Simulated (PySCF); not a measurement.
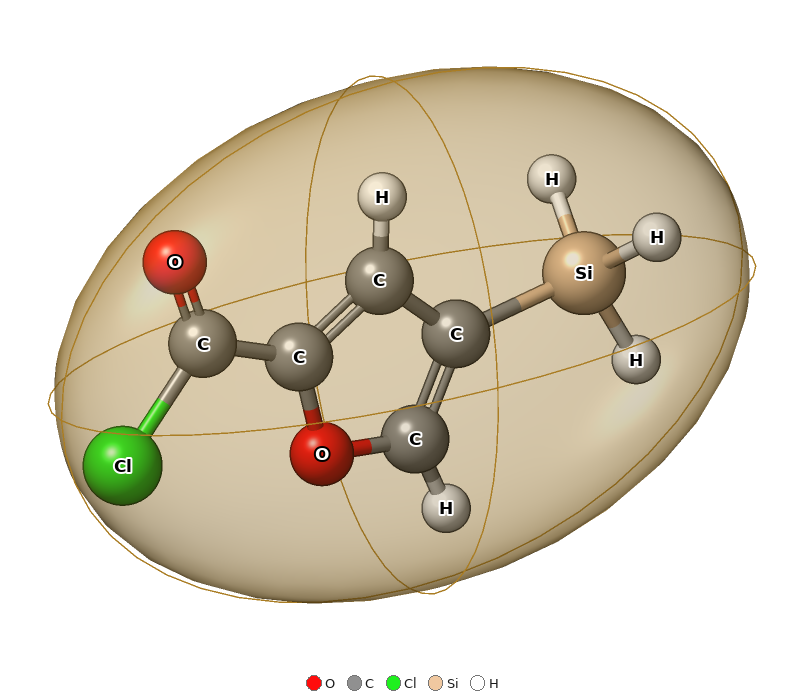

The ellipsoid shows the static dipole polarisability: its half-axes are proportional to the principal values. Computed geometry: GFN2-xTB optimisation. No frequency run is at hand to confirm it as a minimum. Computed with CAM-B3LYP/def2-SVPD (PySCF 2.14.0).

> How large and how anisotropic is the polarisability?

Principal values 68.8, 103.2, 152.3 bohr³; mean 108.1 bohr³ (16.02 Å³); anisotropy 72.6 bohr³, so the longest axis is 2.21 times the shortest.

The geometry is semi-empirical. Around Si such bond lengths and angles can be off by a tenth of an ångström or more and by several degrees, and values that hang on the shape move with them.
